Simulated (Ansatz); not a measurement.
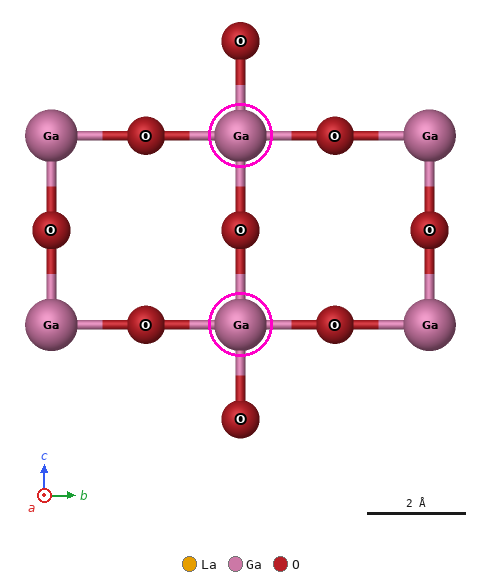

Perfect LaGaO$_{3}$. The picture is a ball-and-stick view of the atoms within 4.6 Å of one point, in a slice 3.4 Å thick across the line of sight, seen along the a axis.

Computed with DFT, PBEsol, PAW, plane waves in Ansatz 0.2.0. Settings: plane-wave cutoff 420 eV; k-point mesh 1 × 1 × 1; mesh shifted by (0.25, 0.25, 0.25); collinear spin. Fermi-Dirac smearing of 0.01 eV. A uniform background neutralises the charged cell. The axes drawn are those of the host's conventional cell.

A gallium atom is replaced by zirconium and a gallium atom is taken out (a vacancy), the two sites 3.9 Å apart at the ringed places, in charge state −1. The supercell has 40 sites, and the atoms are relaxed at the host's cell.

### How do the neighbours respond?

In the host the Ga atom has 6 O at 1.93 Å; the Zr atom ends with 6 O at 1.99 to 2.04 Å. Around the empty Ga site the host had 6 O at 1.93 Å; after relaxation the nearest atoms are 6 O at 1.97 to 2.08 Å. Of the host's atoms, an oxygen atom moves furthest from its site, by 0.49 Å. The cell's net moment is 1.00 μB.

The relaxed defect, seen from the same direction:

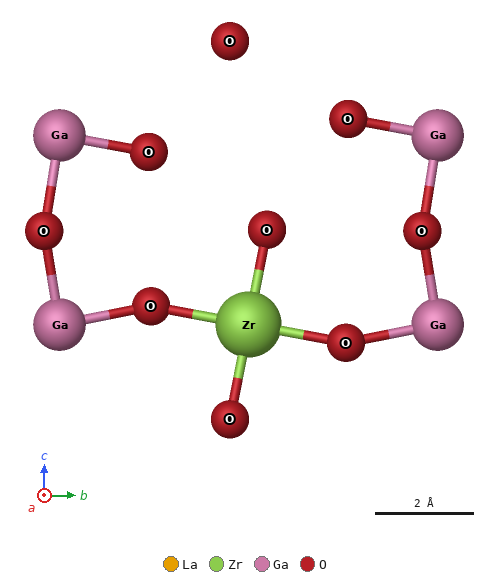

Limits of the set-up: the periodic images lie only 7.7 Å apart, so the values are limited by the cell's size; the cell is charged, on a uniform background, and energies carry no finite-size correction.
